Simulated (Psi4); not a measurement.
## Single-point calculation, with input and output: C2H4OS (charge +1) (part 1 of 2)

C2H4OS, charge +1, multiplicity 2, computed with CCSD/def2-SVP, UHF (Psi4 1.11).

The geometry is that of the parent species in another charge or spin state. The geometry comes from this level: PBE0-D4/def2-TZVP.

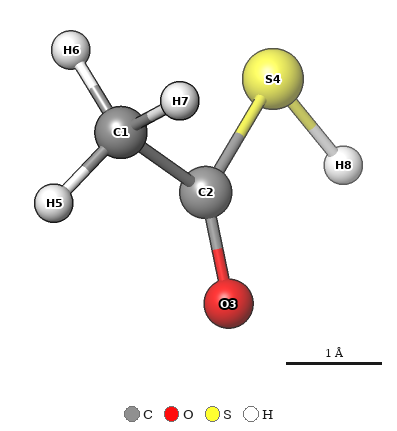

**Figure 1.** The input geometry (ball-and-stick view, seen at a tilt; atoms are numbered from 1 in the order of the input). Bond lengths as drawn: C–C 1.50 Å, C–H 1.09 Å, C–O 1.20 Å, C–S 1.79 Å and H–S 1.34 Å.

Input (c2h4os.dat)
```
memory 2200 mb

molecule m {
  1 2
  C      0.009370     1.055190    -0.001860
  C      0.278630    -0.411990    -0.177640
  O      1.155120    -0.860900    -0.857880
  S     -0.880520    -1.440710     0.717560
  H      0.927940     1.610960    -0.185020
  H     -0.384160     1.280630     0.989940
  H     -0.737970     1.359090    -0.739990
  H     -0.368420    -2.592290     0.254890
  symmetry c1
}

set {
  basis def2-SVP
  reference uhf
  puream true
  e_convergence 1e-09
  d_convergence 1e-08
  scf_type pk
  num_frozen_docc 8
  maxiter 100
}

E = energy("ccsd")
print_variables()
```

Run on 1 thread of Intel Xeon @ 2.50GHz (Skylake/Cascade Lake), 189 GiB of memory available, shared host.

Launched with:
```bash
psi4 c2h4os.dat c2h4os.out -n 1
```

Output
```
Psi4 1.11 release

   => Loading Basis Set <=

    Name: DEF2-SVP
    Role: ORBITAL
    Keyword: BASIS

         ---------------------------------------------------------
                                   SCF
                              UHF Reference
                        1 Threads,   2098 MiB Core
         ---------------------------------------------------------

  ==> Geometry <==

    Molecular point group: c1
    Full point group: C1

    Geometry (in Angstrom), charge = 1, multiplicity = 2:

       Center              X                  Y                   Z               Mass
    ------------   -----------------  -----------------  -----------------  -----------------
         C            0.098674840156     1.718925202576    -0.099079095801    12.000000000000
         C            0.367934840156     0.251745202576    -0.274859095801    12.000000000000
         O            1.244424840156    -0.197164797424    -0.955099095801    15.994914619570
         S           -0.791215159844    -0.776974797424     0.620340904199    31.972071174400
         H            1.017244840156     2.274695202576    -0.282239095801     1.007825032230
         H           -0.294855159844     1.944365202576     0.892720904199     1.007825032230
         H           -0.648665159844     2.022825202576    -0.837209095801     1.007825032230
         H           -0.279115159844    -1.928554797424     0.157670904199     1.007825032230

  Running in c1 symmetry.

  Rotational constants: A =      0.33380  B =      0.16560  C =      0.11302 [cm^-1]
  Rotational constants: A =  10007.17109  B =   4964.42606  C =   3388.20710 [MHz]
  Nuclear repulsion =  154.200136318152857

  Charge       = 1
  Multiplicity = 2
  Electrons    = 39
  Nalpha       = 20
  Nbeta        = 19

  ==> Algorithm <==

  SCF Algorithm Type is PK.
  DIIS enabled.
  MOM disabled.
  Fractional occupation disabled.
  Guess Type is SAD.
  Energy threshold   = 1.00e-09
  Density threshold  = 1.00e-08
  Integral threshold = 1.00e-12

  ==> Primary Basis <==

  Basis Set: DEF2-SVP
    Blend: DEF2-SVP
    Number of shells: 38
    Number of basis functions: 80
    Number of Cartesian functions: 84
    Spherical Harmonics?: true
    Max angular momentum: 2

  ==> Integral Setup <==

  Using in-core PK algorithm.
   Calculation information:
      Number of atoms:                   8
      Number of AO shells:              38
      Number of primitives:             74
      Number of atomic orbitals:        84
      Number of basis functions:        80

      Integral cutoff                 1.00e-12
      Number of threads:                 1

  Performing in-core PK
  Using 10500840 doubles for integral storage.
  We computed 259988 shell quartets total.
  Whereas there are 274911 unique shell quartets.

  ==> DiskJK: Disk-Based J/K Matrices <==

    J tasked:                  Yes
    K tasked:                  Yes
    wK tasked:                  No
    Memory [MiB]:             1573
    Schwarz Cutoff:          1E-12

  Minimum eigenvalue in the overlap matrix is 3.8150979635E-03.
  Reciprocal condition number of the overlap matrix is 7.1434395246E-04.
    Using symmetric orthogonalization.

  ==> Pre-Iterations <==

  SCF Guess: Superposition of Atomic Densities via on-the-fly atomic UHF (no occupation information).

   -------------------------
    Irrep   Nso     Nmo
   -------------------------
     A         80      80
   -------------------------
    Total      80      80
   -------------------------

  ==> Iterations <==

                        Total Energy        Delta E     RMS |[F,P]|

   @UHF iter SAD:  -549.57880947872525   -5.49579e+02   0.00000e+00
   @UHF iter   1:  -549.68701743862243   -1.08208e-01   6.93490e-03 DIIS/ADIIS
   @UHF iter   2:  -549.78903700362503   -1.02020e-01   5.62728e-03 DIIS/ADIIS
   @UHF iter   3:  -549.86703569202393   -7.79987e-02   9.88630e-04 DIIS/ADIIS
   @UHF iter   4:  -549.87231590411568   -5.28021e-03   3.95590e-04 DIIS/ADIIS
   @UHF iter   5:  -549.87363279772694   -1.31689e-03   1.88059e-04 DIIS/ADIIS
   @UHF iter   6:  -549.87427140885222   -6.38611e-04   1.59406e-04 DIIS/ADIIS
   @UHF iter   7:  -549.87482829522253   -5.56886e-04   1.48646e-04 DIIS/ADIIS
   @UHF iter   8:  -549.87599253361191   -1.16424e-03   1.29173e-04 DIIS/ADIIS
   @UHF iter   9:  -549.87759766310069   -1.60513e-03   6.21532e-05 DIIS
   @UHF iter  10:  -549.87747934077504    1.18322e-04   5.67009e-05 DIIS
   @UHF iter  11:  -549.87768116372820   -2.01823e-04   1.25408e-05 DIIS
   @UHF iter  12:  -549.87768143239509   -2.68667e-07   8.36382e-06 DIIS
   @UHF iter  13:  -549.87768407200656   -2.63961e-06   2.58948e-06 DIIS
   @UHF iter  14:  -549.87768418264807   -1.10642e-07   1.78494e-06 DIIS
   @UHF iter  15:  -549.87768429466723   -1.12019e-07   9.50657e-07 DIIS
   @UHF iter  16:  -549.87768431628012   -2.16129e-08   9.18082e-07 DIIS
   @UHF iter  17:  -549.87768435608473   -3.98046e-08   7.73760e-07 DIIS
   @UHF iter  18:  -549.87768441103094   -5.49462e-08   5.85292e-07 DIIS
   @UHF iter  19:  -549.87768444750611   -3.64752e-08   2.52581e-07 DIIS
   @UHF iter  20:  -549.87768445270319   -5.19708e-09   1.37047e-07 DIIS
   @UHF iter  21:  -549.87768445342704   -7.23844e-10   7.37300e-08 DIIS
   @UHF iter  22:  -549.87768445358529   -1.58252e-10   3.39542e-08 DIIS
   @UHF iter  23:  -549.87768445361473   -2.94449e-11   1.55954e-08 DIIS
   @UHF iter  24:  -549.87768445362155   -6.82121e-12   9.06783e-09 DIIS
  Energy and wave function converged.

  ==> Post-Iterations <==

   @Spin Contamination Metric:   1.850027040E-01
   @S^2 Expected:                7.500000000E-01
   @S^2 Observed:                9.350027040E-01
   @S   Expected:                5.000000000E-01
   @S   Observed:                5.000000000E-01

    Orbital Energies [Eh]
    ---------------------

    Alpha Occupied:

       1A    -92.299112     2A    -20.844965     3A    -11.593513
       4A    -11.442962     5A     -9.334848     6A     -7.034836
       7A     -7.018206     8A     -7.015753     9A     -1.682510
      10A     -1.364676    11A     -1.210086    12A     -0.994228
      13A     -0.926088    14A     -0.889261    15A     -0.879046
      16A     -0.820743    17A     -0.774003    18A     -0.759112
      19A     -0.755882    20A     -0.686674

    Alpha Virtual:

      21A     -0.095945    22A     -0.092423    23A     -0.020602
      24A      0.029118    25A      0.086428    26A      0.092843
      27A      0.139395    28A      0.204023    29A      0.277167
      30A      0.304435    31A      0.381704    32A      0.424649
      33A      0.479664    34A      0.484394    35A      0.497504
      36A      0.538465    37A      0.562104    38A      0.610922
      39A      0.630349    40A      0.679730    41A      0.693692
      42A      0.706810    43A      0.726695    44A      0.731201
      45A      0.741516    46A      0.826783    47A      0.865935
      48A      0.950524    49A      1.042856    50A      1.050431
      51A      1.069338    52A      1.214897    53A      1.261668
      54A      1.363566    55A      1.527410    56A      1.541135
      57A      1.600426    58A      1.645418    59A      1.659962
      60A      1.725369    61A      1.803868    62A      1.832010
      63A      1.869233    64A      1.977809    65A      2.075971
      66A      2.103889    67A      2.206361    68A      2.225500
      69A      2.413494    70A      2.504638    71A      2.580061
      72A      2.696296    73A      2.766394    74A      2.796530
      75A      2.904664    76A      3.077531    77A      3.085666
      78A      3.273479    79A      3.450214    80A      3.763285

    Beta Occupied:

       1A    -92.289205     2A    -20.822125     3A    -11.607063
       4A    -11.442070     5A     -9.324171     6A     -7.010933
       7A     -7.010060     8A     -6.994119     9A     -1.634210
      10A     -1.299515    11A     -1.199794    12A     -0.988880
      13A     -0.909236    14A     -0.879432    15A     -0.826794
      16A     -0.803734    17A     -0.757854    18A     -0.703085
      19A     -0.667296

    Beta Virtual:

      20A     -0.290510    21A     -0.090319    22A     -0.050790
      23A     -0.009457    24A      0.029723    25A      0.087791
      26A      0.095660    27A      0.141150    28A      0.208828
      29A      0.304969    30A      0.319342    31A      0.382333
      32A      0.426181    33A      0.461523    34A      0.493298
      35A      0.537560    36A      0.572752    37A      0.620555
      38A      0.630228    39A      0.639370    40A      0.688587
      41A      0.702147    42A      0.720014    43A      0.732020
      44A      0.737831    45A      0.762947    46A      0.835004
      47A      0.874960    48A      0.959484    49A      1.053657
      50A      1.078808    51A      1.134183    52A      1.223778
      53A      1.268256    54A      1.369643    55A      1.534254
      56A      1.542495    57A      1.598368    58A      1.647035
      59A      1.651784    60A      1.711083    61A      1.801483
      62A      1.824995    63A      1.864647    64A      1.974506
      65A      2.070899    66A      2.094283    67A      2.201060
      68A      2.227585    69A      2.413211    70A      2.505000
      71A      2.587469    72A      2.703299    73A      2.814265
      74A      2.834195    75A      2.911063    76A      3.077973
      77A      3.088841    78A      3.309039    79A      3.454520
      80A      3.780509

    Final Occupation by Irrep:
              A
    DOCC [    19 ]
    SOCC [     1 ]
    NA   [    20 ]
    NB   [    19 ]

  @UHF Final Energy:  -549.87768445362155

   => Energetics <=

    Nuclear Repulsion Energy =            154.2001363181528575
    One-Electron Energy =               -1052.6595642776771911
    Two-Electron Energy =                 348.5817435059028071
    Total Energy =                       -549.8776844536214412

  UHF NO Occupations:
  HONO-2 :   18  A 1.9959289
  HONO-1 :   19  A 1.9109373
  HONO-0 :   20  A 1.0000000
  LUNO+0 :   21  A 0.0890627
  LUNO+1 :   22  A 0.0040711
  LUNO+2 :   23  A 0.0017922
  LUNO+3 :   24  A 0.0005874

Computation Completed

Properties will be evaluated at   0.000000,   0.000000,   0.000000 [a0]

Properties computed using the SCF density matrix

 Multipole Moments:

 ------------------------------------------------------------------------------------
     Multipole            Electronic (a.u.)      Nuclear  (a.u.)        Total (a.u.)
 ------------------------------------------------------------------------------------

 L = 1.  Multiply by 2.5417464519 to convert [e a0] to [Debye]
 Dipole X            :         -0.8281164           -0.2074473           -1.0355637
 Dipole Y            :         -4.4836743            4.0221651           -0.4615092
 Dipole Z            :          0.7874914           -0.0529574            0.7345340
 Magnitude           :                                                    1.3508972

 ------------------------------------------------------------------------------------

	total time  =          4 seconds =       0.07 minutes
 MINTS: Wrapper to libmints.

   Calculation information:
      Number of threads:                 1
      Number of atoms:                   8
      Number of AO shells:              38
      Number of SO shells:              38
      Number of primitives:             74
      Number of atomic orbitals:        84
      Number of basis functions:        80

      Number of irreps:                  1
      Integral cutoff                 1.00e-12
      Number of functions per irrep: [  80 ]

 OEINTS: Overlap, kinetic, potential, dipole, and quadrupole integrals
         stored in file 35.

      Computing two-electron integrals...done
      Computed 4932281 non-zero two-electron integrals.
        Stored in file 33.

	Wfn Parameters:
	--------------------
	Wavefunction         = CCSD
	Number of irreps     = 1
	Number of MOs        = 80
	Number of active MOs = 72
	AO-Basis             = NONE
	Semicanonical        = false
	Reference            = UHF
	Print Level          = 1
```
